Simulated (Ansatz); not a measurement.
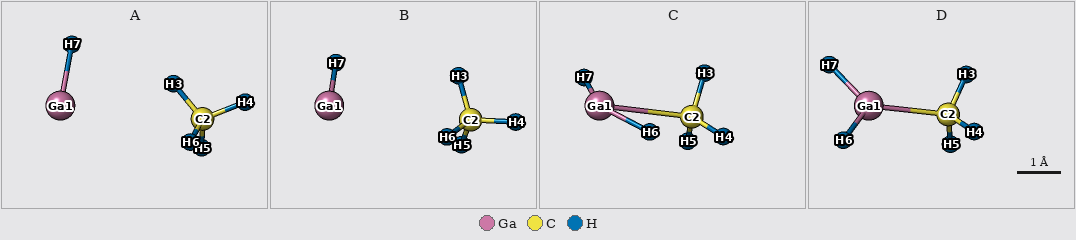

4 geometries from a converged minimum-energy path of CH5Ga, shuffled. The picture is a ball-and-stick view, seen at a tilt.

Method: Ansatz, RKS PBE0/def2-SVP. Settings: 5 movable images; climbing image; force threshold 0.05 eV/Å; iteration limit 60; starting path through a guess of the saddle point.

> Which frame is the transition state?

C. In order along the path, whose images run from 0 to 6: D (image 1, 0.00 eV), C (image 3, +2.77 eV), B (image 5, +0.53 eV), A (image 6, +0.52 eV). Breaking: Ga1–C2 (1.97 → 2.31 at the top → 3.52 Å), Ga1–H6 (1.58 → 1.55 at the top → 3.21 Å). Forming: C2–H6 (3.07 → 1.77 at the top → 1.10 Å).
